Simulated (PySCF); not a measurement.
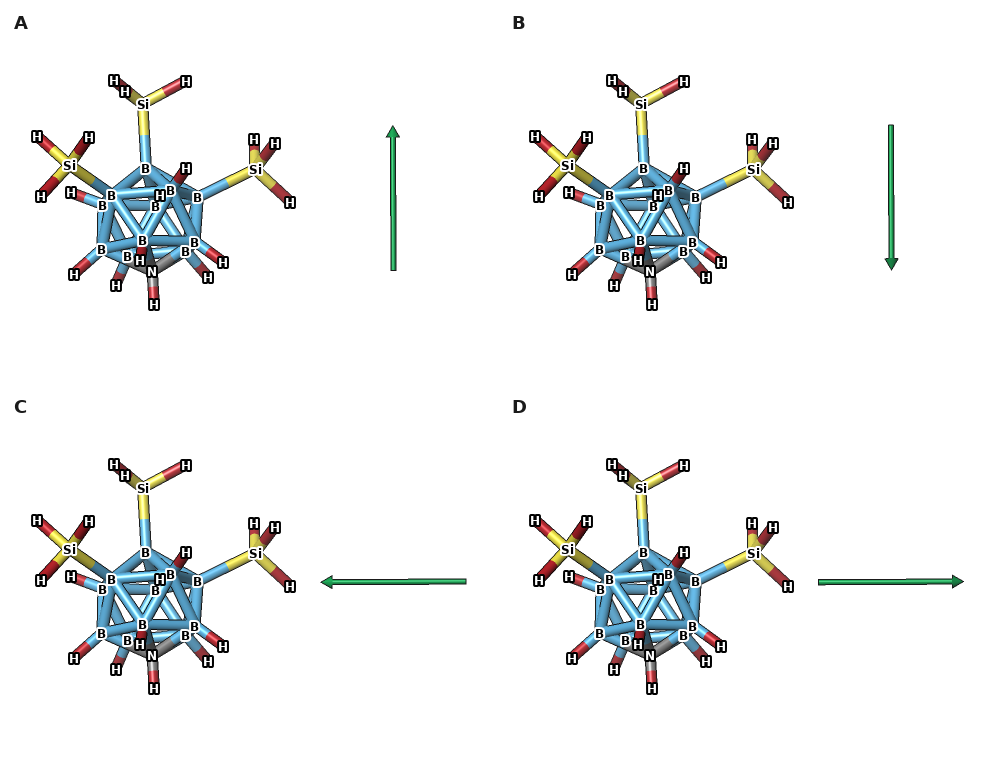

The same molecule four times, each with an arrow. Computed geometry: GFN2-xTB optimisation. No frequency run is at hand to confirm it as a minimum. Properties computed with PBE/def2-SVP, gas phase (PySCF 2.14.0).

### Which arrow points along the dipole moment, from the negative to the positive end?

B. The dipole moment is 6.17 D.

The geometry is semi-empirical. Around B, Si such bond lengths and angles can be off by a tenth of an ångström or more and by several degrees, and values that hang on the shape move with them.
